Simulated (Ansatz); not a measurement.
**Fields on a plane of BeS (zinc blende)**

```
BeS
1.0
    0.00000     2.43428     2.43428
    2.43428     0.00000     2.43428
    2.43428     2.43428     0.00000
S Be
1 1
Direct
  0.75000   0.75000   0.75000
  0.00000   0.00000   0.00000
```

The slice is a {111} plane (indices of the conventional cell) through the point (0.000, 0.000, 0.000) (fractional), spanned by u = [100] and v = [-1 2 0] in vectors of this cell: u (3.44 Å) and v (5.96 Å, at 90° to u). It covers one period; positions are fractions (u, v).

Atoms on it: Be at (0.00, 0.00); Be at (0.50, 0.50). Other atoms lie within 1 Å of the plane.

All values below come from r2SCAN (plane waves to 500 eV, PAW, scalar-relativistic; Ansatz, a first-principles code). k mesh 12×12×12. Inside the PAW spheres the values are not all-electron values, and peaks at nuclei hang on which shells count as valence. BeS was relaxed with its symmetry unable to fall.

```
|24567777777654|
|45678899988765|
|45678999998765|
|34568999998654|
|23467999997643|
|12357899987532|
|01246788876421|
|00135677765310|
|00134566654310|
|22234455544322|
|44444433344444|
|66655520255566|
|77776542456777|
|99887654567889|
|99987654567899|
|99986543456899|
|99976432346799|
|99875321235789|
|88764210124678|
|77653100013567|
|66543100013456|
|55443222223445|
|33444444444443|
|02555666665552|
```
Scale: ten equal steps from -1.43 (start of '0') to -0.03 (end of '9'), in the order '0123456789'. Values: log₁₀ of the valence density in e/Å³. The map has 14 points along u (one character each, u = 0 at the left) and 24 along v (v = 0 in the bottom row). The scale is logarithmic, as a density can span decades between atoms and voids.

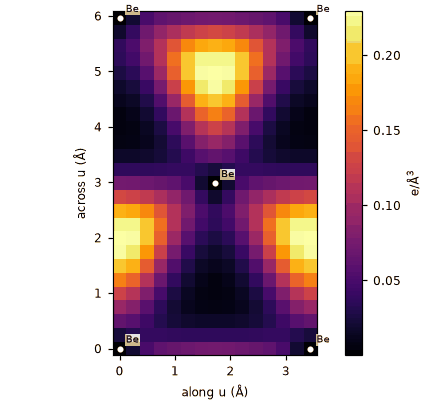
Fig. 1. Density of the highest valence band (whole band, smooth part) in e/Å³, one period of the plane, atoms marked.
